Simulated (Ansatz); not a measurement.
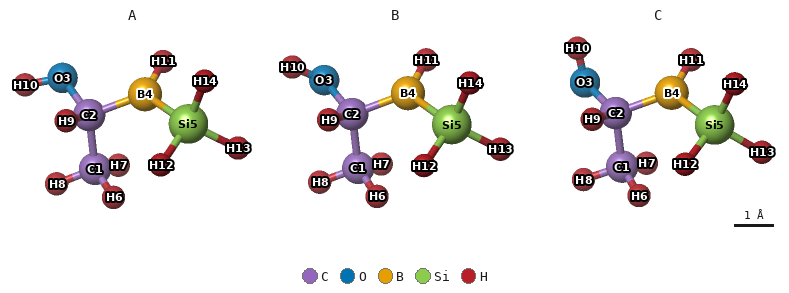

3 geometries from a converged minimum-energy path of C$_{2}$H$_{9}$BOSi, shuffled. A ball-and-stick model, seen from a free direction.

All numbers below come from RKS r2SCAN/6-31G (Ansatz 0.2.0). Set-up: 7 movable images; climbing image; force threshold 0.05 eV/Å; iteration limit 33; starting path by image-dependent pair potential.

Which frame is the top of the path?

B. In order along the path, whose images run from 0 to 8: C (image 2, +2.1 kJ/mol), B (image 4, +10.6 kJ/mol), A (image 6, +4.1 kJ/mol). The motion is a rotation about the C2–O3 bond by about 145°. No bond forms or breaks between the ends. Among the angles between lasting bonds that change up to the highest image: O3–C2–B4 116.2° → 112.2°, C1–C2–O3 104.8° → 106.8°.

Limits of the set-up: the basis has no polarisation functions, which atoms past neon need.

The run took 7.7 min on 1 thread of Arm Neoverse V2 (shared host), peak memory 0.15 GiB.
